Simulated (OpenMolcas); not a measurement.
Run report: Eu³⁺, multiconfigurational calculation (part 2 of 2)

Continued. System: Eu³⁺, among 8 point charges of −2 e at 2.86 Å, cube (Oh), whose field is part of the energies. Method: state-averaged CASSCF, active space 6 electrons in the shell 4f, basis ANO-RCC-VDZP, DKH2 scalar Hamiltonian, spin-orbit coupling by RASSI with atomic mean-field integrals (OpenMolcas).

Output (extracts), continued:
```
--- RASSI ---
SPIN-FREE ENERGIES:
  (Shifted by EMIN (a.u.) =     -10842.4108590550)

 SF State       Relative EMIN(au)   Rel lowest level(eV)    D:o, cm**(-1)      L_eff

     1             0.0000000000        0.0000000000              0.0000         3.0
     2             0.0011114883        0.0302451375            243.9435         3.0
     3             0.0011114883        0.0302451375            243.9435         3.0
     4             0.0011114883        0.0302451375            243.9435         3.0
     5             0.0014708210        0.0400230795            322.8079         3.0
     6             0.0014708210        0.0400230795            322.8079         3.0
     7             0.0014708210        0.0400230795            322.8079         3.0
     8             0.1116343927        3.0377265770          24500.9172         2.0
     9             0.1116343927        3.0377265770          24500.9172         2.0
    10             0.1118105317        3.0425195648          24539.5752         2.0
    11             0.1118105317        3.0425195648          24539.5752         2.0
    12             0.1118105317        3.0425195648          24539.5752         2.0
    13             0.1270562588        3.4573769339          27885.6256         8.0
    14             0.1270602589        3.4574857822          27886.5035         8.0
    15             0.1270602589        3.4574857822          27886.5035         8.0
    16             0.1270602589        3.4574857822          27886.5035         8.0
    17             0.1270623192        3.4575418455          27886.9557         8.0
    18             0.1270623192        3.4575418455          27886.9557         8.0
    19             0.1278160227        3.4780511612          28052.3745         8.0
    20             0.1278160227        3.4780511612          28052.3745         8.0
    21             0.1278160227        3.4780511612          28052.3745         8.0
    22             0.1279061026        3.4805023609          28072.1447         8.0
    23             0.1279061026        3.4805023609          28072.1447         8.0
    24             0.1279061026        3.4805023609          28072.1447         8.0
    25             0.1281386813        3.4868311511          28123.1899         8.0
    26             0.1281386813        3.4868311511          28123.1899         8.0
    27             0.1281816561        3.4880005534          28132.6217         8.0
    28             0.1281816561        3.4880005534          28132.6217         8.0
    29             0.1281816561        3.4880005534          28132.6217         8.0
    30             0.1332108827        3.6248527816          29236.4094         4.0
    31             0.1332108827        3.6248527816          29236.4094         4.0
    32             0.1332108827        3.6248527816          29236.4094         4.0
    33             0.1334727172        3.6319776600          29293.8754         4.0
    34             0.1334727172        3.6319776600          29293.8754         4.0
    35             0.1336236429        3.6360845580          29326.9998         4.0
    36             0.1336236429        3.6360845580          29326.9998         4.0
    37             0.1336236429        3.6360845580          29326.9998         4.0
    38             0.1338423712        3.6420364595          29375.0051         4.0
    39             0.1536189478        4.1801845220          33715.4619         5.0
    40             0.1536189478        4.1801845220          33715.4619         5.0
Eigenvalues of complex Hamiltonian:
   -----------------------------------
  (Shifted by EMIN (a.u.) =     -10842.4108590550)

 SO State       Relative EMIN(au)   Rel lowest level(eV)    D:o, cm**(-1)     J-value

     1            -0.0165943015        0.0000000000              0.0000         0.0
     2            -0.0150084634        0.0431528532            348.0512         1.0
     3            -0.0150084634        0.0431528530            348.0512         0.6
     4            -0.0150084634        0.0431528534            348.0512         0.6
     5            -0.0122241007        0.1189192223            959.1482         1.0
     6            -0.0122241007        0.1189192223            959.1482         1.8
     7            -0.0122241007        0.1189192224            959.1482         1.8
     8            -0.0117864795        0.1308274994           1055.1949         1.6
     9            -0.0117864796        0.1308274990           1055.1949         1.5
    10            -0.0081102918        0.2308616639           1862.0249         2.0
    11            -0.0081102918        0.2308616638           1862.0249         2.0
    12            -0.0081102918        0.2308616639           1862.0249         3.0
    13            -0.0080289211        0.2330758740           1879.8837         2.4
    14            -0.0080289211        0.2330758740           1879.8837         2.4
    15            -0.0080289211        0.2330758739           1879.8837         2.4
    16            -0.0078607088        0.2376531629           1916.8020         2.4
    17            -0.0038309487        0.3473085227           2801.2321         3.2
    18            -0.0035171381        0.3558477424           2870.1056         3.8
    19            -0.0035171381        0.3558477424           2870.1056         3.8
    20            -0.0035171381        0.3558477424           2870.1056         1.6
    21            -0.0033048000        0.3616257577           2916.7084         3.2
    22            -0.0033048000        0.3616257578           2916.7084         3.2
    23            -0.0031150578        0.3667889060           2958.3520         3.5
    24            -0.0031150578        0.3667889059           2958.3520         3.0
    25            -0.0031150578        0.3667889062           2958.3520         3.0
    26             0.0015803458        0.4945573477           3988.8740         4.6
    27             0.0015803458        0.4945573478           3988.8740         3.7
    28             0.0015803458        0.4945573477           3988.8740         3.7
    29             0.0016415584        0.4962230272           4002.3086         4.9
    30             0.0016415584        0.4962230270           4002.3086         3.5
    31             0.0016415584        0.4962230274           4002.3086         3.5
    32             0.0019696003        0.5051495010           4074.3055         3.6
    33             0.0019696003        0.5051495010           4074.3055         4.4
    34             0.0019880671        0.5056520088           4078.3585         3.4
    35             0.0019880671        0.5056520088           4078.3585         4.3
    36             0.0019880671        0.5056520087           4078.3585         4.3
    37             0.0071638439        0.6464920700           5214.3102         4.8
    38             0.0072359811        0.6484550223           5230.1425         4.9
    39             0.0072359811        0.6484550223           5230.1425         4.9
    40             0.0072359811        0.6484550223           5230.1425         4.6
    41             0.0073084166        0.6504260939           5246.0402         4.3
Weights of the five most important spin-orbit-free states for each spin-orbit state.

 SO State  Total energy (au)           Spin-free states, spin, and weights
 -------------------------------------------------------------------------------------------------------
    1        -0.016594       1 3.0  0.1599    4 3.0  0.1375    2 3.0  0.1375    3 3.0  0.1375    5 3.0  0.1276
    2        -0.015008       5 3.0  0.1888    7 3.0  0.1888    1 3.0  0.1674    2 3.0  0.1402    3 3.0  0.1396
    3        -0.015008       6 3.0  0.1888    5 3.0  0.1887    1 3.0  0.1674    4 3.0  0.1416    2 3.0  0.1382
    4        -0.015008       6 3.0  0.1888    7 3.0  0.1887    1 3.0  0.1674    3 3.0  0.1402    2 3.0  0.1387
    5        -0.012224       1 3.0  0.2878    4 3.0  0.2055    3 3.0  0.1932    6 3.0  0.1883    2 3.0  0.0627
    6        -0.012224       1 3.0  0.2878    5 3.0  0.1884    3 3.0  0.1803    2 3.0  0.1722    4 3.0  0.1089
    7        -0.012224       1 3.0  0.2878    2 3.0  0.2265    7 3.0  0.1900    4 3.0  0.1470    3 3.0  0.0879
    8        -0.011786       7 3.0  0.2246    6 3.0  0.2030    5 3.0  0.1859    3 3.0  0.1562    4 3.0  0.1062
    9        -0.011786       5 3.0  0.2231    6 3.0  0.2060    7 3.0  0.1844    2 3.0  0.1427    4 3.0  0.1332
   10        -0.008110       1 3.0  0.1846    7 3.0  0.1650    6 3.0  0.1642    2 3.0  0.1605    3 3.0  0.1573
   11        -0.008110       1 3.0  0.1846    2 3.0  0.1652    5 3.0  0.1650    6 3.0  0.1593    4 3.0  0.1558
   12        -0.008110       1 3.0  0.1846    5 3.0  0.1642    3 3.0  0.1638    4 3.0  0.1619    7 3.0  0.1593
```

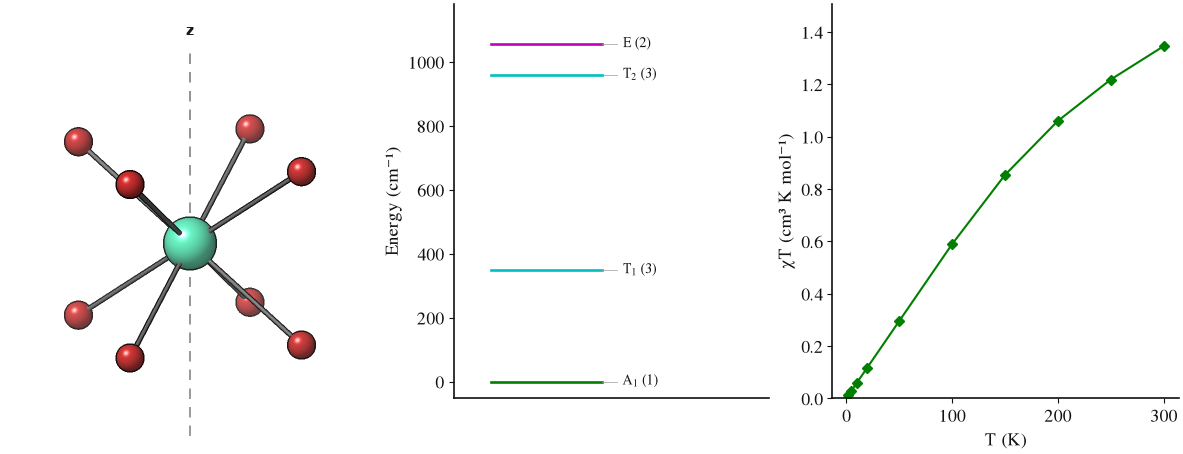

**Figure 2.** Eu³⁺ (4f⁶) among 8 point charges of −2 e at 2.86 Å, arranged as: cube (Oh), with its levels and susceptibility. Labels give the representation in O, Td, D4 or D3 as the site allows (double group for half-integer spin) where it could be assigned and, in brackets, the degeneracy; spin-free states, where drawn, share the zero of the spin-orbit levels. Powder susceptibility by Van Vleck's formula. The ground level is A₁, non-degenerate, 96 % from states of spin multiplicity 7 (of the 140 states of multiplicity 5, 77 enter the spin-orbit step), effective J = 0.03, with |mJ| = 0 the largest share (100 %). The next level lies at 348 cm⁻¹ (T₁). χT is 0.0118 cm³ K mol⁻¹ at 2 K and 1.35 at 300 K, an effective moment of 3.28 μB.

Input:
```
&GATEWAY
Coord
1

Eu 0.0 0.0 0.0
Basis=ANO-RCC-VDZP
Group=XYZ
NoMove
AngMom=0.0 0.0 0.0
AMFI
XField
4 Angstrom 0
1.651222 1.651222 1.651222 -2.000000
1.651222 1.651222 -1.651222 -2.000000
1.651222 -1.651222 1.651222 -2.000000
1.651222 -1.651222 -1.651222 -2.000000
&SEWARD
&RASSCF
FileOrb=start.orb
Symmetry=1
Spin=7
nActEl=6 0 0
Inactive=15 12
Ras2=0 7
CIRoot=7 7 1
SDav=7
CIMx=300
Iter=120 100
PrWF=0.3
OrbListing=Nothing
MaxOrb=0
>>> COPY $Project.JobIph JOB001
&RASSCF
FileOrb=start.orb
Symmetry=1
Spin=5
nActEl=6 0 0
Inactive=15 12
Ras2=0 7
CIRoot=140 140 1
SDav=140
CIMx=300
Iter=120 100
PrWF=0.3
OrbListing=Nothing
MaxOrb=0
CIOnly
>>> COPY $Project.JobIph JOB002
&RASSCF
FileOrb=start.orb
Symmetry=1
Spin=3
nActEl=6 0 0
Inactive=15 12
Ras2=0 7
CIRoot=162 162 1
SDav=588
CIMx=300
Iter=120 100
PrWF=0.3
OrbListing=Nothing
MaxOrb=0
CIOnly
>>> COPY $Project.JobIph JOB003
&RASSI
NrOfJobIphs=2 7 77
1 2 3 4 5 6 7
1 2 3 4 5 6 7 8 9 10 11 12 13 14 15 16 17 18 19 20 21 22 23 24 25 26 27
28 29 30 31 32 33 34 35 36 37 38 39 40 41 42 43 44 45 46 47 48 49 50 51
52 53 54 55 56 57 58 59 60 61 62 63 64 65 66 67 68 69 70 71 72 73 74 75
76 77
IphNames
JOB001
JOB002
EJob
SpinOrbit
DIPRint=1.0
SOCoupling=1000.0
Subsets=2
Property=9
'ANGMOM' 1 'ANGMOM' 2 'ANGMOM' 3 'MLTPL  1' 1 'MLTPL  1' 2 'MLTPL  1' 3
'AMFI' 1 'AMFI' 2 'AMFI' 3
SOProperty=3
'ANGMOM' 1 'ANGMOM' 2 'ANGMOM' 3
```

The file start.orb holds starting orbitals from an earlier step. A driver script formed the levels outside the program, from RASSI's spin-orbit matrix and the active-space energies, averaged over the components of each term or state.

Command:
```bash
OMP_NUM_THREADS=1 MOLCAS_MEM=2252 MOLCAS_PROJECT=a pymolcas a.inp > a.log  # once for each step of the input, in one work folder
```

Results in brief:

- outcome: converged
- energy of the lowest spin-free term: −10842.41086 hartree
- energy of the lowest spin-orbit level: −10842.42745 hartree
- largest spread among components of a term: 0.0 cm⁻¹
- hardware: 1 thread of Arm Neoverse V1, 24 GiB of memory available, shared host
- wall time: 61 s

Notes:

Without dynamic correlation the splittings between terms come out too large, often by 20 to 50 %. Limits: high states of lower spin left out of the spin-orbit mixing; point charges have no covalency; spin-free states above about 45,000 cm⁻¹ are left out of the spin-orbit step.
